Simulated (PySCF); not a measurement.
**C6H2F4 (SMILES Fc1cc(F)c(F)cc1F): density, localisation and related maps**

```yaml
atoms:
  - { symbol: F, position_ang: [0.7814, 2.5002, -0.6774] }
  - { symbol: C, position_ang: [0.3940, 1.2741, -0.3396] }
  - { symbol: C, position_ang: [-0.5988, 1.0981, 0.6041] }
  - { symbol: C, position_ang: [-0.9860, -0.1839, 0.9401] }
  - { symbol: F, position_ang: [-1.9400, -0.3725, 1.8466] }
  - { symbol: C, position_ang: [-0.3869, -1.2790, 0.3385] }
  - { symbol: F, position_ang: [-0.7753, -2.5048, 0.6763] }
  - { symbol: C, position_ang: [0.6058, -1.1029, -0.6048] }
  - { symbol: C, position_ang: [0.9939, 0.1790, -0.9408] }
  - { symbol: F, position_ang: [1.9479, 0.3691, -1.8469] }
  - { symbol: H, position_ang: [-1.0674, 1.9532, 1.0732] }
  - { symbol: H, position_ang: [1.0743, -1.9581, -1.0741] }
```

Geometry: PBE0-D3(BJ)/def2-TZVP.

Method: PBE0/pcSseg-2, SCF density, gas phase, non-relativistic in PySCF 2.14.0.

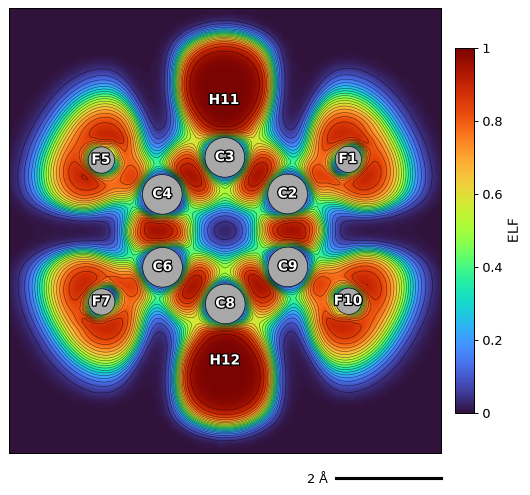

Figure 1. Electron localisation function on the molecular plane. Grey discs cover the atomic cores.

### Describe what can be read from this map.

- The plane passes through F, C and H nuclei.
- C–F (1.33 Å): the ELF peaks at about 0.85 between the atoms (a polar covalent bond).
- C–C (1.38 Å): the ELF peaks at about 0.95 between the atoms (localised, covalent bonding).
- C–H (1.08 Å): the ELF climbs to about 1 towards the hydrogen, as it does in any bond to H: an ordinary covalent bond to hydrogen.
- The ELF also peaks beside F7, F10, F5 and F1, away from the bonds: lone-pair regions.

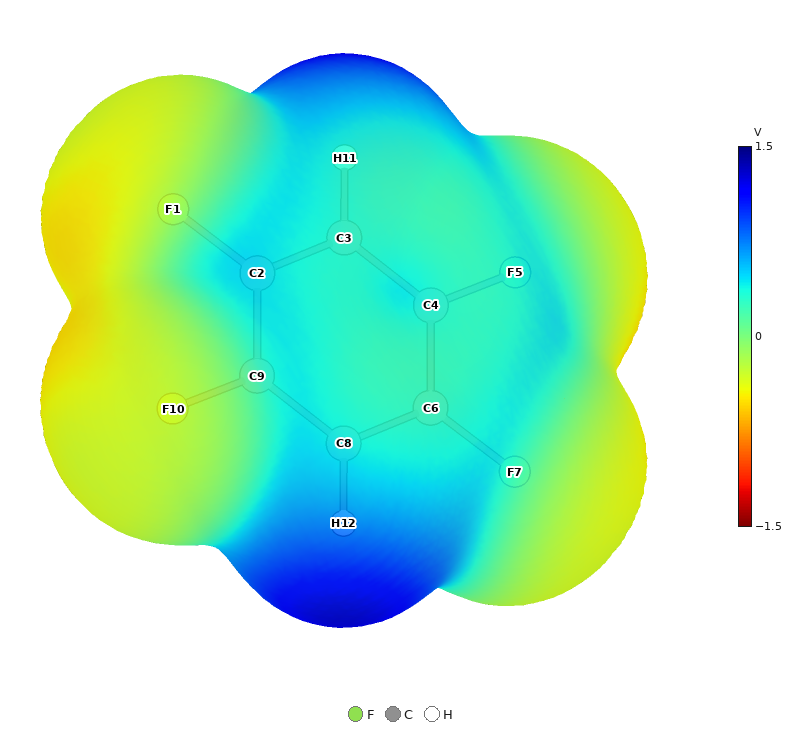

Figure 2. The molecular electrostatic potential painted on the density surface at 0.001 e/bohr³, seen at a tilt; the colour scale runs from red (negative) to blue (positive).

### Which sites attract a positive test charge, and which a negative one?

A positive charge is drawn to the negative regions and a negative charge to the positive ones. The most negative region (about −0.5 V) lies over F1, F5, F7 and F10, the most positive (about +1.3 V) over H11 and H12.

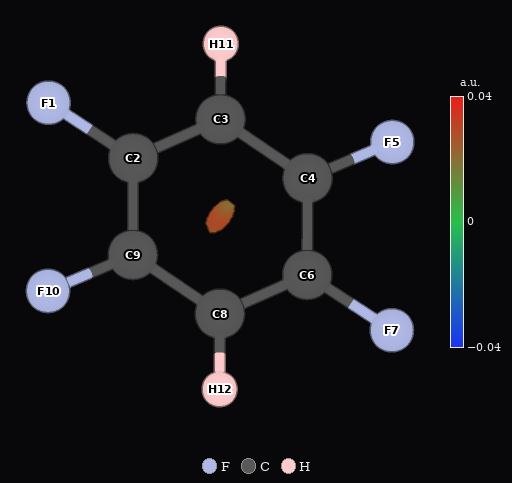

Figure 3. Non-covalent interaction (NCI) plot: the surface where the reduced density gradient is 0.4, for densities under 0.05 a.u., coloured by sign(λ₂)ρ; seen at a tilt.

### Which non-covalent interactions does the plot reveal?

Inside the ring or cage of C2, C3, C4, C6, C8 and C9: steric crowding (red).
